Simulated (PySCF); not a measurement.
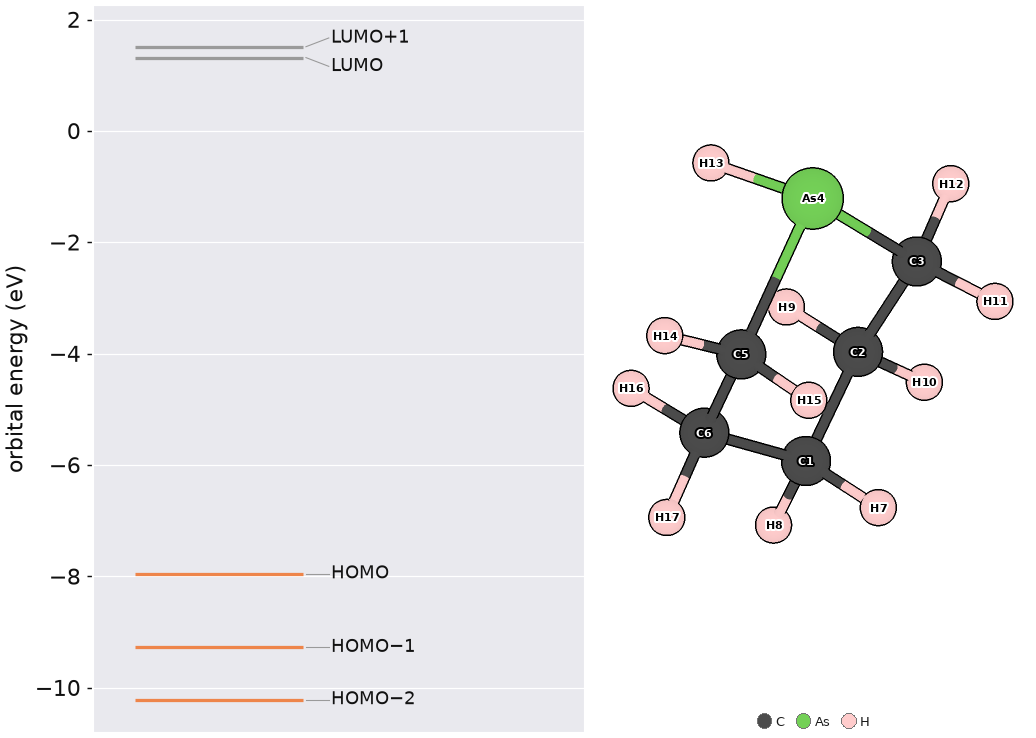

C₅H₁₁As, SMILES C1CC[AsH]CC1. Kohn-Sham orbital energies near the frontier, CAM-B3LYP/def2-SVPD with PySCF, at a PBE0-D3(BJ)/def2-SVP geometry (no frequency check), isolated molecule; empty levels in grey, levels within 0.03 eV side by side.

Q: Where do the frontier orbitals lie?

A: HOMO at −7.95 eV, LUMO at 1.32 eV, 9.27 eV apart.

Q: How far below the HOMO does the next level lie?

A: 1.32 eV.

Q: List the levels with the atoms that carry most of them (a dash for levels above zero or within 0.03 eV of another, where shares mean little).

A:
```csv
orbital,energy (eV),Löwdin shares
LUMO+1,1.51,–
LUMO,1.32,–
HOMO,−7.95,"As4 59 %, C5/C3 10 % each"
HOMO−1,−9.27,"As4 19 %, C3/C5 18 % each"
HOMO−2,−10.21,"As4 22 %, H13 19 %, C5/C3 12 % each"
```

Caveats: one conformer of a flexible molecule; empty levels above zero depend strongly on the basis.
